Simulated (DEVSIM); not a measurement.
Device: abrupt GaAs n-p junction, at 400 K.

```csv
layer (left to right),material,thickness (μm),Nd (cm⁻³),Na (cm⁻³),τn (s),τp (s)
1,GaAs,3.80,5.2e16,-,3.9e-9,3.9e-9
2,GaAs,13.0,-,4.3e14,3.9e-9,3.9e-9
```

Left contact: ohmic. Right contact: ohmic. Voltage is applied to the left contact. Recombination: SRH at mid-gap, Auger. Mobility is constant in doping.

Constants are typed, rounded textbook-type inputs, not results; the design itself was drawn at random and stands for no fabricated device. Values at 300 K; Nc and Nv go as T^1.5, mobilities as T to minus their exponent, the gap by Varshni's rule with the affinity fixed.

```tsv
parameter	GaAs
gap (eV)	1.424
affinity (eV)	4.07
permittivity	12.9
Nc (cm⁻³)	4.7e17
Nv (cm⁻³)	9e18
μn (cm²/Vs)	8500
μp (cm²/Vs)	400
T exponent of μn	2.1
T exponent of μp	2.2
Cn (cm⁶/s)	1e-30
Cp (cm⁶/s)	1e-30
Varshni α (eV/K)	0.000541
Varshni β (K)	204
```

DEVSIM, 1D drift-diffusion, Boltzmann statistics, complete ionisation; no tunnelling, impact ionisation, image-force lowering or self-heating.

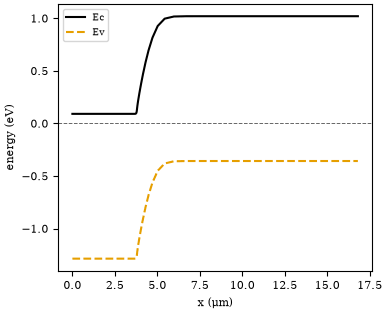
Figure: Band edges at zero bias

Energies count from the Fermi level of the right contact; mesh points crowd at the junctions.

```csv
x (μm),Ec (eV),Ev (eV),n (cm⁻³),p (cm⁻³),field (V/cm)
0.000,0.091,-1.286,5.2e16,860,≈ 0
0.03236,0.091,-1.286,5.2e16,860,≈ 0
0.1132,0.091,-1.286,5.2e16,860,≈ 0
0.2963,0.091,-1.286,5.2e16,860,≈ 0
1.007,0.091,-1.286,5.2e16,860,≈ 0
2.313,0.091,-1.286,5.2e16,860,≈ 0
3.176,0.091,-1.286,5.2e16,860,≈ 0
3.623,0.091,-1.286,5.2e16,860,≈ 0
3.738,0.094,-1.284,4.8e16,930,1300
3.789,0.118,-1.260,2.4e16,1900,11000
3.814,0.153,-1.225,8.7e15,5100,14000
3.898,0.246,-1.132,5.8e14,77000,9700
4.064,0.395,-0.983,7.7e12,5800000,8400
4.480,0.694,-0.683,1.3e9,3.4e10,5900
5.976,1.017,-0.360,110000,4.0e14,110
9.158,1.020,-0.358,100000,4.3e14,≈ 0
13.42,1.020,-0.358,100000,4.3e14,≈ 0
15.43,1.020,-0.358,100000,4.3e14,≈ 0
16.38,1.020,-0.358,100000,4.3e14,≈ 0
16.64,1.020,-0.358,100000,4.3e14,≈ 0
16.75,1.020,-0.358,100000,4.3e14,≈ 0
16.80,1.020,-0.358,100000,4.3e14,≈ 0
```
